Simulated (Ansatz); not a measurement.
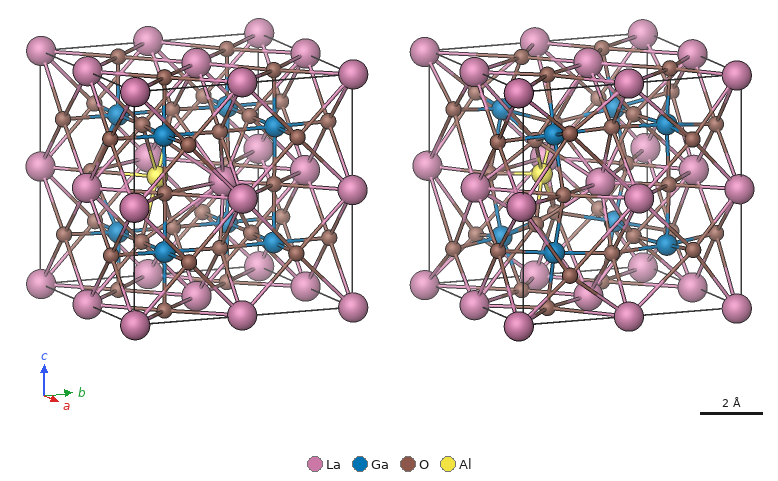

Two geometries of a defect cell of composition La8Ga8O24Al (cell charge +2), drawn at one scale. One is the start of a relaxation, the other its converged end. The picture is a ball-and-stick view of the cell of the calculation, seen slightly off an axis.

Level of theory: Ansatz, DFT, PBEsol, PAW, plane waves. (plane-wave cutoff 420 eV; k-point mesh 1 × 1 × 1; mesh shifted by (0.25, 0.25, 0.25); collinear spin; atoms relaxed in a fixed cell; force threshold 0.03 eV/Å; at most 80 steps)

Q: Which geometry has the lower energy?

A: The right one is the relaxed one. After 11 geometry steps the energy has fallen by 12.865 eV per cell of the calculation. Largest force component: 9.4 eV/Å at the start, 0.016 eV/Å at the end. The largest move is that of an O atom, 0.64 Å along [−1 1 −3]. By element the largest moves are O 0.64 Å, La 0.48 Å, Al 0.42 Å, Ga 0.25 Å. The cell doesn't change. Near-neighbour distances that change, for instance: La–O 3.323 → 2.535 Å, La–O 3.306 → 2.540 Å, La–O 2.711 → 3.429 Å, La–O 2.723 → 3.371 Å. Bond angles that change, for instance: Ga–O–Ga 179.1° → 139.0°, Ga–O–Ga 177.5° → 139.3°, La–O–Ga 101.5° → 133.7°.

Limits of the set-up: the periodic images lie only 7.7 Å apart, so the values are limited by the cell's size; the cell is charged, on a uniform background, and energies carry no finite-size correction.
